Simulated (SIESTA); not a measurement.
Band structure of VH (Fm-3m, 2 atoms in the cell).

```
VH
1.0
    0.00000     1.96375     1.96375
    1.96375     0.00000     1.96375
    1.96375     1.96375     0.00000
V H
1 1
Cartesian
  0.00000   0.00000   0.00000
  1.96375   1.96375   1.96375
```

Level of theory: GGA PBEsol, numerical atomic orbitals TZP, PseudoDojo PBEsol standard norm-conserving potentials (rewritten from UPF to PSML) (SIESTA 5.4.2).

Settings: XC.functional = GGA; XC.authors = PBEsol; potentials = PseudoDojo PBEsol standard; PAO.BasisSize = TZP; PAO.EnergyShift = 0.01 Ry; MeshCutoff = 400 Ry; kgrid.MonkhorstPack = 14 14 14; OccupationFunction = MP; OccupationMPOrder = 0; ElectronicTemperature = 100 meV; MaxSCFIterations = 150; SCF.Mixer.Method = Pulay; SCF.Mixer.Weight = 0.25; SCF.Mixer.History = 6.

The starting cell comes from a database of computed structures (which also holds hypothetical and non-ambient phases and stackings), without a prior relaxation at this level. Spin polarisation is off. Values carry the incompleteness of an atom-centred basis.

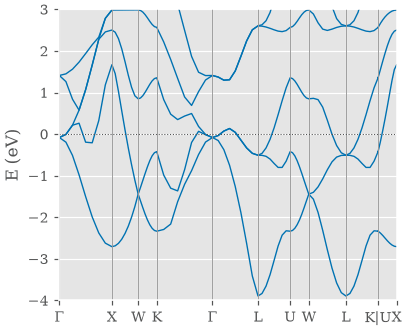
*Bands along the path, energies from the Fermi level.*

Levels in eV from the Fermi level, bands 4 to 9:
```
point       4       5      6      7      8     9
-----  ------  ------  -----  -----  -----  ----
Γ      -37.48  -10.57  -0.08  -0.08  -0.08  1.41
X      -37.69   -7.62  -2.71   1.67   2.50  2.98
W      -37.71   -6.72  -1.44  -1.44   0.85  2.99
K      -37.64   -6.81  -2.34  -0.42   1.35  2.57
L      -37.52   -5.40  -3.89  -0.51  -0.51  2.60
U      -37.64   -6.81  -2.34  -0.42   1.35  2.57
```

Bands cross the Fermi level along this path, so the cell is metallic at this level.

Higher empty bands are left out: an atom-centred basis made for the valence describes them poorly.
